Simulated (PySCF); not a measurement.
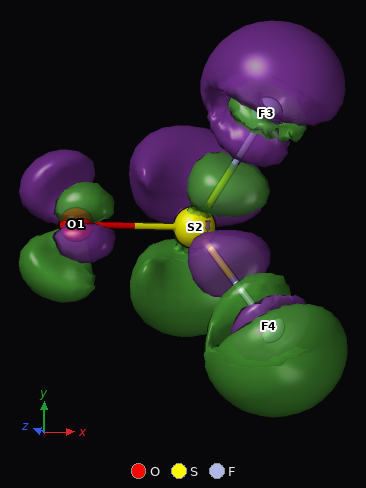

F$_{2}$OS, SMILES `O=S(F)F`. Change of the electron density in a uniform field of 0.26 V/Å, surfaces at ±0.002 e/Å³ (purple: gain, green: loss).

Computed with PySCF, B3LYP/6-311G**, geometry: GFN2-xTB. No frequency check shows the geometry to be a minimum. A basis without diffuse functions makes polarisabilities too small. GFN2-xTB bond lengths at metals and heavier atoms can be off by up to 0.1 Å and shapes distorted, which carries into these values.

The field was applied in both directions; the picture shows the one opposite to the script's first.

### Along which Cartesian direction does the field point?

Along −y: electrons gather on the +y side, against the field.

### What dipole is induced, and what polarisability does it imply?

The induced dipole is 0.27 D (along the field); α along this axis, from the fields in both directions, is 21 bohr³ (3.1 Å³).

Run time: 16 s on 1 thread of Arm Neoverse N1, with other jobs on the host, peak memory 0.36 GiB.
